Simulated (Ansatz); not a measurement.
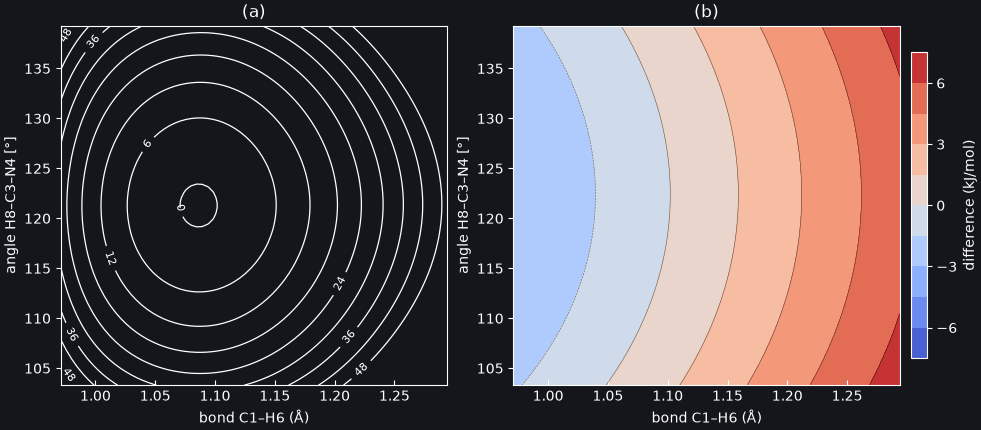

C₄H₅N, SMILES c1cc[nH]c1. Two internal coordinates are moved rigidly from the geometry relaxed at PBE0-D4/def2-TZVP, all others fixed. First axis: bond C1–H6. Second axis: angle H8–C3–N4. Grid: 5 × 5 points. Points are written as (first, second). Energies: kJ/mol, counted from each map's own lowest point. Computed with RKS PBE-D4/def2-TZVPP in Ansatz.

Panel (a): RKS PBE-D4/def2-TZVPP in Ansatz. Panel (b): the map at RKS PBE0-D4/def2-TZVPP in Ansatz less the map of (a), each from its own lowest point.

Q: How does the change of method alter the landscape?

A: The difference runs from −2.9 kJ/mol at (0.971 Å, 121.3°) to 6.8 kJ/mol at (1.294 Å, 103.3°). The interpolated minimum moves from 1.0849 to 1.0778 Å in bond C1–H6 and 121.26 to 121.31° in angle H8–C3–N4.
